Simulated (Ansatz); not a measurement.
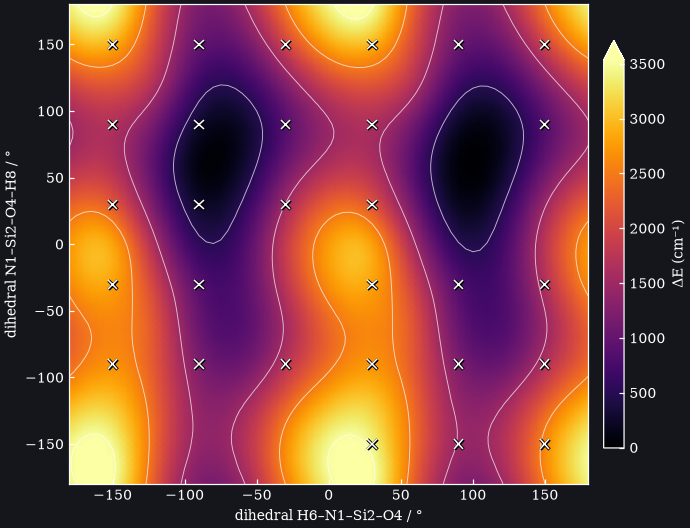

Energy landscape of H₄NO₃Si, SMILES N[Si]([O])(O)O, spin multiplicity 2. 
- Coordinates scanned: (1) dihedral H6–N1–Si2–O4; (2) dihedral N1–Si2–O4–H8.
- Nothing is relaxed (all other coordinates rigid).
- Grid: 12 × 12 points. At 29 points there is no value.
- Points are written as (first, second).
- Energies are in cm⁻¹, from the relaxed molecule at the same level.
- Method: UHF/def2-SVP in Ansatz.

The picture shows a smooth colour map with a few white contour lines, crosses at grid points without a value, one colour for all values above the top of the scale. Between grid points the surface is interpolated. 

### Describe this landscape.

The lowest grid point is at (90°, 60°), 54 cm⁻¹ from the relaxed molecule at the same level. The bottom of the well lies between grid points, at about (100°, 60°), about 58 cm⁻¹ lower on the interpolated surface. There is a further well near (−90°, 60°) (36 cm⁻¹ above the lowest at that grid point). The highest grid point, (30°, −180°), lies 3482 cm⁻¹ above the lowest. On the interpolated surface the easiest way out of the lowest well to its copy in the next cell or period passes a barrier of about 1400 cm⁻¹, counted from the interpolated bottom of the well. Round the minimum the valley is somewhat tilted: raising dihedral H6–N1–Si2–O4 shifts the best value of dihedral N1–Si2–O4–H8 upwards (coupling k₁₂/√(k₁₁k₂₂) about −0.3).

Grid values (cm⁻¹):

| dihedral N1–Si2–O4–H8 ↓, dihedral H6–N1–Si2–O4 → | −180 | −150 | −120 | −90 | −60 | −30 | 0 | 30 | 60 | 90 | 120 | 150 |
| --- | --- | --- | --- | --- | --- | --- | --- | --- | --- | --- | --- | --- |
| 150 | 2795 | – | 1955 | – | 1066 | – | 2811 | – | 2002 | – | 1087 | – |
| 120 | 1957 | 2161 | 1626 | 663 | 598 | 1261 | 1957 | 2156 | 1634 | 683 | 600 | 1251 |
| 90 | 1480 | – | 1119 | – | 256 | – | 1470 | – | 1087 | 248 | 236 | – |
| 60 | 1655 | 1698 | 897 | 91 | 264 | 1052 | 1650 | 1647 | 845 | 54 | 220 | 1015 |
| 30 | 2253 | – | 1116 | – | 526 | – | 2268 | – | 1060 | 194 | 459 | 1460 |
| 0 | 2707 | 2826 | 1555 | 568 | 777 | 1843 | 2752 | 2802 | 1512 | 516 | 697 | 1753 |
| −30 | 2603 | – | 1917 | – | 865 | 1758 | 2670 | – | 1899 | – | 789 | – |
| −60 | 2282 | 2595 | 2113 | 1043 | 874 | 1545 | 2349 | 2621 | 2109 | 1021 | 814 | 1460 |
| −90 | 2362 | – | 2159 | – | 1078 | – | 2420 | – | 2165 | – | 1043 | – |
| −120 | 2920 | 3063 | 2276 | 1394 | 1477 | 2262 | 2968 | 3095 | 2304 | 1419 | 1469 | 2219 |
| −150 | 3412 | 3461 | 2303 | 1413 | 1648 | 2638 | 3452 | – | 2352 | – | 1662 | – |
| −180 | 3392 | 3501 | 2172 | 1229 | 1450 | 2504 | 3422 | 3536 | 2230 | 1287 | 1475 | 2493 |

Time for the 115 points that were run: 19 min on 1 thread of Arm Neoverse V1 (shared host).
